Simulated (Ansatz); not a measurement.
Fields on a plane of MoSi2 (MoSi2 type, space group I4/mmm)

```xyz
3
Lattice="-1.6009 1.6009 3.9093 1.6009 -1.6009 3.9093 1.6009 1.6009 -3.9093" Properties=species:S:1:pos:R:3 pbc="T T T"
Mo     0.0000     0.0000     0.0000
Si     0.0000     0.0000     2.6216
Si     0.0000     0.0000     5.1970
```

The slice is a (100) plane (indices of the conventional cell) through the point (0.665, 0.665, 0.000) (fractional), spanned by u = [101] and v = [110] in vectors of this cell: u (3.20 Å) and v (7.82 Å, at 90° to u). It covers one period; positions are fractions (u, v).

Atoms on it: Mo at (0.00, 0.34); Si at (0.00, 0.67); Si at (0.00, 0.00).

Computed with r2SCAN (plane waves to 500 eV, PAW, scalar-relativistic; Ansatz, a quantum-chemistry and plane-wave program). k mesh 14×14×14. Inside the PAW spheres the values are not all-electron values, and peaks at nuclei hang on which shells count as valence. MoSi2 is run without spin polarisation. MoSi2 was relaxed with its symmetry unable to fall.

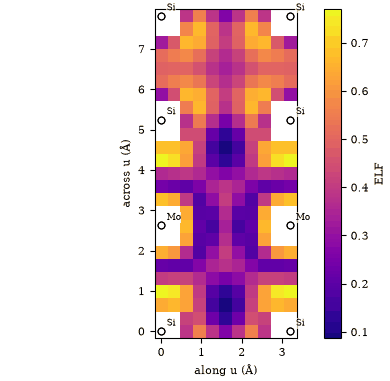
Figure: Electron localisation function (ELF), one period of the plane, atoms marked. Points within 0.5 Å of a nucleus are left white, as the pseudised field means little there.

```tsv
v \ u	0.00	0.10	0.20	0.30	0.40	0.50	0.60	0.70	0.80	0.90
0.88	x	4.6	8.4	11.1	12.0	12.0	12.0	11.1	8.4	4.6
0.75	x	x	x	8.2	11.8	12.7	11.8	8.2	x	x
0.62	x	x	x	4.7	11.0	12.5	11.0	4.7	x	x
0.50	7.4	8.4	10.6	12.1	12.7	12.7	12.7	12.1	10.5	8.4
0.38	x	x	x	<4.0	9.6	12.0	9.6	<4.0	x	x
0.25	x	x	x	6.3	11.3	12.7	11.3	6.3	x	x
0.12	x	5.0	8.6	11.3	12.3	12.5	12.3	11.3	8.6	5.0
0.00	x	x	x	x	10.8	12.7	10.8	x	x	x
```

Values: electrostatic potential energy of an electron, from the cell's mean, in eV. Points within 1 Å of a nucleus are blanked (x), as the pseudised field means little there. Values under 4 eV are set to 4. The zero, the cell's mean, hangs on the PAW cores.
